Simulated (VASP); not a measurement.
Given:

```xyz
3
Lattice="0.0000 3.1264 3.1264 3.1264 0.0000 3.1264 3.1264 3.1264 0.0000" Properties=species:S:1:pos:R:3 pbc="T T T"
Ba     0.0000     0.0000     0.0000
F      1.5632     1.5632     1.5632
F      4.6895     4.6895     4.6895
```

Level of theory: PBE GGA with D4 dispersion, VASP's PBE PAW potentials (set 64) (plane waves; VASP 6.6.1). Numerical set-up: 520 eV cut-off, 7×7×7 Γ-centred mesh, tetrahedra with Blöchl corrections, potentials Ba_sv F.

Unless said otherwise, spin-orbit coupling is left out, though it shifts the bands of the heavy elements here.

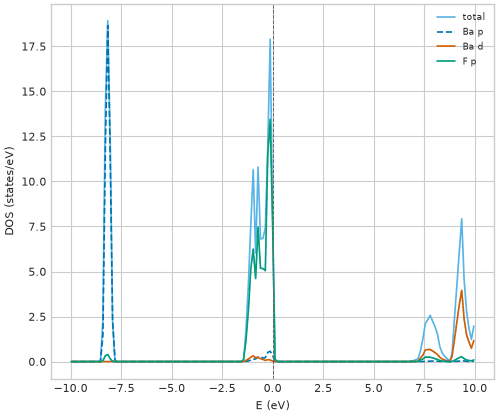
Total and projected density of states, zero at the valence-band maximum

Within 2 eV below the valence-band maximum the largest weight inside VASP's projection spheres is F p.

It has a band gap.

The compound is BaF2 in the fluorite structure. It was relaxed first.
